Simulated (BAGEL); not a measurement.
# C3H8Si (SMILES CC(C)[SiH]), step by step

Aim: the energy (HF/def2-SV(P)), then a single-point energy (NEVPT2(2,2)/def2-SV(P)), then a single-point energy (CASPT2(2,2)/def2-SV(P)) of C3H8Si. 

The calculation is run with BAGEL 1.2.2.

2 further runs of the same task are left out: 2 set aside as unsound or not needed.

## Step 1: The system as given

The species is C3H8Si (12 atoms), meant as a singlet with charge 0. As SMILES, `CC(C)[SiH]`. The C1–H5 distance was set to 1.475 Å, away from the relaxed value.

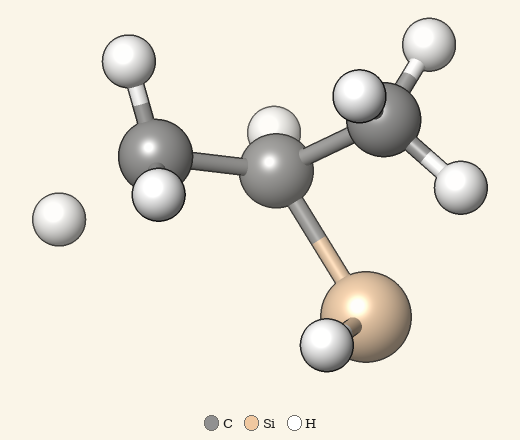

Viewed from a chosen angle; carbon grey, silicon light orange, hydrogen white.

## Step 2: A single-point energy at HF/def2-SV(P) (density fitting with svp-jkfit) (run 1)

Contents of input.json:

```json
{ "bagel" : [

{
  "title" : "molecule",
  "basis" : "def2-sv_p_.json",
  "df_basis" : "svp-jkfit",
  "angstrom" : "true",
  "geometry" : [
    { "atom" : "C", "xyz" : [      -0.047630,       0.948829,      -0.742973 ] },
    { "atom" : "C", "xyz" : [       0.303070,      -0.394471,      -0.140373 ] },
    { "atom" : "C", "xyz" : [       0.995370,      -0.315671,       1.223927 ] },
    { "atom" : "Si", "xyz" : [      -0.963530,      -1.463871,       0.787427 ] },
    { "atom" : "H", "xyz" : [      -0.840100,       0.787500,      -1.976500 ] },
    { "atom" : "H", "xyz" : [      -0.645130,       1.540729,      -0.044573 ] },
    { "atom" : "H", "xyz" : [       0.845670,       1.528229,      -1.002573 ] },
    { "atom" : "H", "xyz" : [       0.899670,      -0.992571,      -0.830573 ] },
    { "atom" : "H", "xyz" : [       0.955870,       0.687729,       1.644827 ] },
    { "atom" : "H", "xyz" : [       0.490170,      -0.969071,       2.018427 ] },
    { "atom" : "H", "xyz" : [       2.012970,      -0.705671,       1.228327 ] },
    { "atom" : "H", "xyz" : [      -1.669330,      -0.246771,       1.386827 ] }
  ]
},

{ "title" : "hf" },

{ "title" : "print", "file" : "orbitals.molden", "orbitals" : "true" }

]}
```

The basis set def2-SV(P) is read from a file made from the Basis Set Exchange's data (not shown).

On the command line:

```bash
$ BAGEL_NUM_THREADS=1 BAGEL input.json > input.out
```

Log:

```text
* using 1 threads per process

  ===============================================================
  ===============================================================

  *** Geometry ***

  { "atom" : "C", "xyz" : [     -0.090008,      1.793027,     -1.404015 ] },
  { "atom" : "C", "xyz" : [      0.572719,     -0.745442,     -0.265267 ] },
  { "atom" : "C", "xyz" : [      1.880977,     -0.596532,      2.312887 ] },
  { "atom" : "Si", "xyz" : [     -1.820808,     -2.766315,      1.488021 ] },
  { "atom" : "H", "xyz" : [     -1.587559,      1.488159,     -3.735044 ] },
  { "atom" : "H", "xyz" : [     -1.219119,      2.911556,     -0.084231 ] },
  { "atom" : "H", "xyz" : [      1.598085,      2.887934,     -1.894588 ] },
  { "atom" : "H", "xyz" : [      1.700130,     -1.875687,     -1.569555 ] },
  { "atom" : "H", "xyz" : [      1.806333,      1.299619,      3.108273 ] },
  { "atom" : "H", "xyz" : [      0.926287,     -1.831279,      3.814274 ] },
  { "atom" : "H", "xyz" : [      3.803962,     -1.333525,      2.321202 ] },
  { "atom" : "H", "xyz" : [     -3.154577,     -0.466330,      2.620723 ] },

  Number of auxiliary basis functions:      497

  Since a DF basis is specified, we compute 2- and 3-index integrals:
    o Being stored without compression. Storage requirement is 0.023 GB

  Number of basis functions:       76
  Number of electrons      :       40

    * METHOD: MOLECULE                             0.24

  *** RHF ***

  === Nuclear Repulsion ===
   158.7019847306

      * DIIS with orbital gradients will be used.

  === RHF iteration (def2-sv_p_.json) ===
      0       -406.69432860          0.01675288           0.05
      1       -406.82505072          0.00947615           0.05
      2       -406.86566623          0.00180130           0.05
      3       -406.86827372          0.00030401           0.05
      4       -406.86836012          0.00012396           0.05
      5       -406.86838266          0.00003829           0.05
      6       -406.86838565          0.00001315           0.05
      7       -406.86838604          0.00000486           0.05
      8       -406.86838609          0.00000145           0.05
      9       -406.86838610          0.00000051           0.05
     10       -406.86838610          0.00000018           0.05
     11       -406.86838610          0.00000007           0.05
     12       -406.86838610          0.00000002           0.05
     13       -406.86838610          0.00000001           0.05
    * SCF iteration converged.

    * Permanent dipole moment:
           (   -0.619004,    -0.415258,    -0.125248) a.u.

    * METHOD: HF                                   0.87

    * METHOD: PRINT                                0.02

  ===============================================================
```

Wall time 1.3 s (1 thread of Arm Neoverse V1, shared host); peak memory 0.15 GiB.

## Step 3: The energy at NEVPT2(2,2)/def2-SV(P) (density fitting with svp-jkfit) (run 2)

Contents of input.json:

```json
{ "bagel": [

{
  "title": "molecule",
  "basis": "def2-sv_p_.json",
  "df_basis": "svp-jkfit",
  "angstrom": "true",
  "geometry": [
    { "atom": "C", "xyz": [   -0.047630,    0.948829,   -0.742973 ] },
    { "atom": "C", "xyz": [    0.303070,   -0.394471,   -0.140373 ] },
    { "atom": "C", "xyz": [    0.995370,   -0.315671,    1.223927 ] },
    { "atom": "Si", "xyz": [   -0.963530,   -1.463871,    0.787427 ] },
    { "atom": "H", "xyz": [   -0.840100,    0.787500,   -1.976500 ] },
    { "atom": "H", "xyz": [   -0.645130,    1.540729,   -0.044573 ] },
    { "atom": "H", "xyz": [    0.845670,    1.528229,   -1.002573 ] },
    { "atom": "H", "xyz": [    0.899670,   -0.992571,   -0.830573 ] },
    { "atom": "H", "xyz": [    0.955870,    0.687729,    1.644827 ] },
    { "atom": "H", "xyz": [    0.490170,   -0.969071,    2.018427 ] },
    { "atom": "H", "xyz": [    2.012970,   -0.705671,    1.228327 ] },
    { "atom": "H", "xyz": [   -1.669330,   -0.246771,    1.386827 ] }
  ]
},
{ "title": "hf" },
{ "title": "nevpt2", "nstate": 1, "nact": 2, "nclosed": 19, "active": [18, 22], "maxiter": 200, "natocc": "true", "ncore": 8 },
{ "title": "print", "file": "orbitals.molden", "orbitals": "true" }

]}
```

The basis set def2-SV(P) is read from a file made from the Basis Set Exchange's data (not shown).

On the command line:

```bash
$ BAGEL_NUM_THREADS=1 BAGEL input.json > input.out
```

Log:

```text
* using 1 threads per process

  ===============================================================
  ===============================================================

  *** Geometry ***

  { "atom" : "C", "xyz" : [     -0.090008,      1.793027,     -1.404015 ] },
  { "atom" : "C", "xyz" : [      0.572719,     -0.745442,     -0.265267 ] },
  { "atom" : "C", "xyz" : [      1.880977,     -0.596532,      2.312887 ] },
[... 8 lines of this table left out ...]
  { "atom" : "H", "xyz" : [     -3.154577,     -0.466330,      2.620723 ] },

  Number of auxiliary basis functions:      497

  Since a DF basis is specified, we compute 2- and 3-index integrals:
    o Being stored without compression. Storage requirement is 0.023 GB

  Number of basis functions:       76
  Number of electrons      :       40

    * METHOD: MOLECULE                             0.25

  *** RHF ***

  === Nuclear Repulsion ===
   158.7019847306

      * DIIS with orbital gradients will be used.

  === RHF iteration (def2-sv_p_.json) ===
      0       -406.69432860          0.01675288           0.05
      1       -406.82505072          0.00947615           0.05
      2       -406.86566623          0.00180130           0.05
[... 10 lines of this table left out ...]
     13       -406.86838610          0.00000001           0.05
    * SCF iteration converged.

    * Permanent dipole moment:
           (   -0.619004,    -0.415258,    -0.125248) a.u.

    * METHOD: HF                                   0.86

    * freezing 8 orbitals
  ---------------------------
      CASSCF calculation
  ---------------------------

    ==== Active orbitals : =====
         Orbital 18
         Orbital 22
    ============================

    * nstate   :      1
    * nclosed  :     19
    * nact     :      2
    * nvirt    :     55
  === CASSCF iteration (def2-sv_p_.json) ===

    * Using the second-order algorithm

      0  0      -406.86898142     1.57e-04      0.02

      1  0      -406.89033439     1.84e-03      0.22
[... 17 lines of this table left out ...]
     10  0      -406.89648001     4.42e-09      0.22

    * Second-order optimization converged. *

     guess   0:   closed 1.                   open ..

  === FCI iteration ===

      0  0      -406.86763164     8.41e-02      0.00
      1  0      -406.89645781     1.91e-03      0.00
      2  0 *    -406.89648001     1.21e-16      0.00

     * ci vector, state   0, <S^2> = 0.0000
       2.     0.9856125503
       .2    -0.1690204151

  === DF-NEVPT2 calculation ===

    * 3-index integral transformation done
    * assembly done

      NEVPT2 correlation energy:   -0.4494242130      0.14

          (+0)     -0.4030220329
          (+0)'    -0.0149462841
          (+1)     -0.0058213668
          (+1)'    -0.0000000000
          (+2)     -0.0002821056
          (-1)     -0.0221494660
          (-1)'     0.0000000000
          (-2)     -0.0032029575

      NEVPT2 total energy:       -407.3459042256

    * METHOD: NEVPT2                               3.07

    * METHOD: PRINT                                0.02

  ===============================================================
```

Run time: 4.5 s. Hardware: 1 thread of Arm Neoverse V1, shared host; peak memory 0.15 GiB.

## Step 4: A single-point energy at CASPT2(2,2)/def2-SV(P) (density fitting with svp-jkfit) (run 3)

Contents of calc.json:

```json
{ "bagel": [

{
  "title": "molecule",
  "basis": "def2-sv_p_.json",
  "df_basis": "svp-jkfit",
  "angstrom": true,
  "geometry": [
    { "atom": "C", "xyz": [   -0.047630,    0.948829,   -0.742973 ] },
    { "atom": "C", "xyz": [    0.303070,   -0.394471,   -0.140373 ] },
    { "atom": "C", "xyz": [    0.995370,   -0.315671,    1.223927 ] },
    { "atom": "Si", "xyz": [   -0.963530,   -1.463871,    0.787427 ] },
    { "atom": "H", "xyz": [   -0.840100,    0.787500,   -1.976500 ] },
    { "atom": "H", "xyz": [   -0.645130,    1.540729,   -0.044573 ] },
    { "atom": "H", "xyz": [    0.845670,    1.528229,   -1.002573 ] },
    { "atom": "H", "xyz": [    0.899670,   -0.992571,   -0.830573 ] },
    { "atom": "H", "xyz": [    0.955870,    0.687729,    1.644827 ] },
    { "atom": "H", "xyz": [    0.490170,   -0.969071,    2.018427 ] },
    { "atom": "H", "xyz": [    2.012970,   -0.705671,    1.228327 ] },
    { "atom": "H", "xyz": [   -1.669330,   -0.246771,    1.386827 ] }
  ]
},
{
  "title": "hf"
},
{
  "title": "casscf",
  "nstate": 1,
  "nact": 2,
  "nclosed": 19,
  "active": [18, 22],
  "maxiter": 200,
  "natocc": true
},
{
  "title": "print",
  "file": "orbitals.molden",
  "orbitals": true
},
{
  "title": "smith",
  "method": "caspt2",
  "ms": true,
  "xms": true,
  "sssr": true,
  "shift": 0.2,
  "shift_imag": true,
  "ncore": 8
}

]}
```

The basis set def2-SV(P) is read from a file made from the Basis Set Exchange's data (not shown).

On the command line:

```bash
$ BAGEL_NUM_THREADS=1 BAGEL calc.json > calc.out
```

Log:

```text
* using 1 threads per process

  ===============================================================
  ===============================================================

  *** Geometry ***

  { "atom" : "C", "xyz" : [     -0.090008,      1.793027,     -1.404015 ] },
  { "atom" : "C", "xyz" : [      0.572719,     -0.745442,     -0.265267 ] },
  { "atom" : "C", "xyz" : [      1.880977,     -0.596532,      2.312887 ] },
[... 8 lines of this table left out ...]
  { "atom" : "H", "xyz" : [     -3.154577,     -0.466330,      2.620723 ] },

  Number of auxiliary basis functions:      497

  Since a DF basis is specified, we compute 2- and 3-index integrals:
    o Being stored without compression. Storage requirement is 0.023 GB

  Number of basis functions:       76
  Number of electrons      :       40

    * METHOD: MOLECULE                             0.25

  *** RHF ***

  === Nuclear Repulsion ===
   158.7019847306

      * DIIS with orbital gradients will be used.

[... 6 lines left out ...]
    * SCF iteration converged.
[... 1 line left out ...]
    * Permanent dipole moment:
[... 27 lines left out ...]
    * Second-order optimization converged. *
[... 9 lines left out ...]
     * ci vector, state   0, <S^2> = 0.0000
[... 16 lines left out ...]
    * Zeroth order energy : state  0       -0.8970213891
[... 3 lines left out ...]
      -------------------------------------------  CASPT2 iteration  ---------------------------------------------------
       #      aibj      arbs      arbi      airj      risj      airs      arst      rist         Etot      error   time
      ------------------------------------------------------------------------------------------------------------------

       0  -0.40095  -0.00394  -0.02290  -0.00626  -0.00040  -0.01334  -0.00000  -0.00000   -0.4477853  0.0012567   0.08
       1  -0.40109  -0.00397  -0.02296  -0.00636  -0.00042  -0.01362  -0.00000  -0.00000   -0.4484324  0.0002029   0.07
       2  -0.40110  -0.00397  -0.02296  -0.00636  -0.00042  -0.01363  -0.00000  -0.00000   -0.4484525  0.0000382   0.07
       3  -0.40110  -0.00397  -0.02296  -0.00636  -0.00043  -0.01363  -0.00000  -0.00000   -0.4484530  0.0000075   0.07
       4  -0.40110  -0.00397  -0.02296  -0.00636  -0.00043  -0.01363  -0.00000  -0.00000   -0.4484530  0.0000014   0.08
       5  -0.40110  -0.00397  -0.02296  -0.00636  -0.00043  -0.01363  -0.00000  -0.00000   -0.4484530  0.0000003   0.08

      ------------------------------------------------------------------------------------------------------------------

    * CASPT2 energy : state  0     -407.3480945365
        w/o shift correction       -407.3449330425
        reference weight              0.8517588779

    * METHOD: SMITH                                0.64

  ===============================================================
```

It took 4.8 s on 1 thread of Arm Neoverse V1, shared host; peak memory 0.16 GiB.

## Step 5: Results

| quantity | value |
| --- | --- |
| run 1, HF/def2-SV(P): total energy | -406.86839 Eh |
| run 1, HF/def2-SV(P): dipole moment | 1.92 D |
| run 1, HF/def2-SV(P): HOMO energy | -8.53 eV |
| run 1, HF/def2-SV(P): LUMO energy | 2.07 eV |
| run 1, HF/def2-SV(P): HOMO–LUMO gap | 10.59 eV |
| run 2, NEVPT2(2,2)/def2-SV(P): total energy | -407.34590 Eh |
| run 3, CASPT2(2,2)/def2-SV(P): total energy | -407.34809 Eh |
